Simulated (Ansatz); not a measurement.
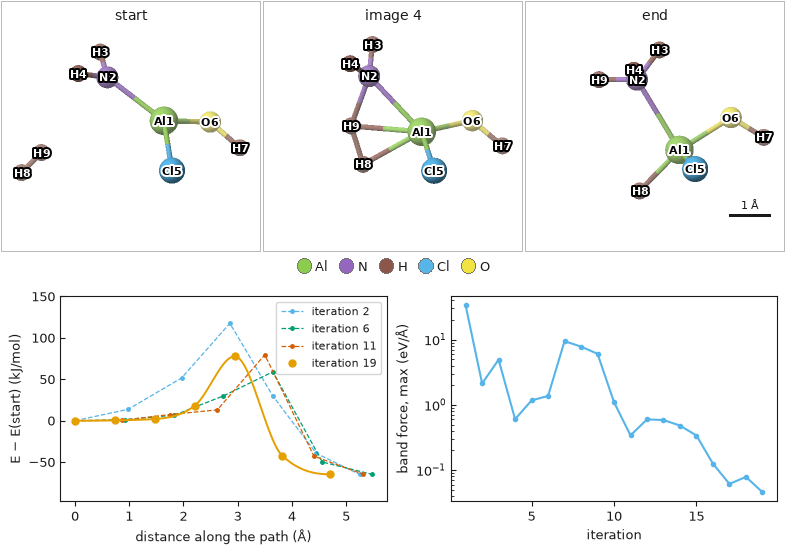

A search for the minimum-energy path of AlNH5OCl, made up at the start of AlNH3OCl and H2 by the nudged elastic band. Images are numbered from 0 (start) to 6 (end). The plot follows the band through its iterations. A ball-and-stick model, seen at a tilt.

Level of theory: RKS BLYP-D4/6-31G* in Ansatz 0.2.0. Set-up: 5 movable images; climbing image; force threshold 0.05 eV/Å; iteration limit 60; starting path through a guess of the saddle point.

Q: How did the profile develop, and is the result final?

A: The result is final at these settings. The band converged in 19 iterations. The largest component of the band force went from 33 to 0.046 eV/Å. The climbing image converged on the top of the path. Its vibrational analysis gives one imaginary mode (1208i cm⁻¹), as a transition state must have. The first iteration put the highest image at 460.2 kJ/mol. The energy climbs by 77.7 kJ/mol to image 4 and then falls by 142.4 kJ/mol, so the end point sits at −64.7 kJ/mol.

Limits of the set-up: the start holds two separate molecules, 2.7 Å apart at their closest, whose relative position is a soft coordinate.

The run took 4.3 min on 1 thread of Arm Neoverse V1, on a shared host, peak memory 0.12 GiB.
